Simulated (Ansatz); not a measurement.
Species, as SMILES: [C-]#[NH+] (C-NH).
Atoms: C1, N2, H3. Bonds: C1-N2, N2-H3.

Basis-set convergence of the optimised N2-H3 bond length at CCSD(T) with Ansatz (a first-principles code). The reference of a correlated method is not its basis-set limit, which lies further on. Cartesian d functions, on some or all atoms, in 6-31G*; all else is spherical. Cores are frozen. Core-valence sets carry the plain set on hydrogen. No added dispersion term, no relativity. Reference: the value in def2-QZVPP, 0.9962 Å. Deviations are taken from unrounded values. Cost is core time over that of def2-TZVP, rough, on shared machines of one kind; a dash marks a row that isn't timed (too short, read off another run, short of memory, by another algorithm or on other hardware). It counts the whole optimisation.

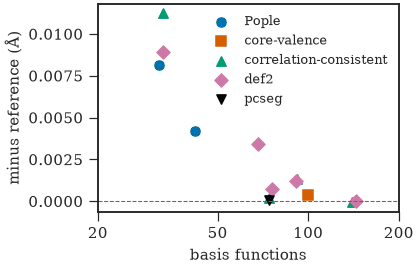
Figure. Deviation from the reference against the number of basis functions, by family of sets.

| basis | functions | optimised N2-H3 bond length (Å) | minus reference (Å) | cost |
|---|---|---|---|---|
| 6-31G* | 32 | 1.0044 | 0.0082 | 0.2× |
| cc-pVDZ | 33 | 1.0075 | 0.0112 | - |
| def2-SVP | 33 | 1.0051 | 0.0089 | 0.2× |
| 6-311G** | 42 | 1.0004 | 0.0042 | - |
| def2-TZVP | 68 | 0.9996 | 0.0034 | 1× |
| cc-pVTZ | 74 | 0.9964 | 0.0002 | 1× |
| pcseg-2 | 74 | 0.9963 | 0.0001 | 1× |
| def2-TZVPP | 76 | 0.9969 | 0.0007 | 1× |
| def2-TZVPPD | 91 | 0.9974 | 0.0012 | 1× |
| jun-cc-pV(T+d)Z | 92 | 0.9975 | 0.0013 | 1× |
| cc-pCVTZ | 100 | 0.9966 | 0.0004 | 5× |
| cc-pVQZ | 140 | 0.9961 | -0.0001 | 10× |
| def2-QZVPP | 144 | 0.9962 | 0.0000 | 10× |
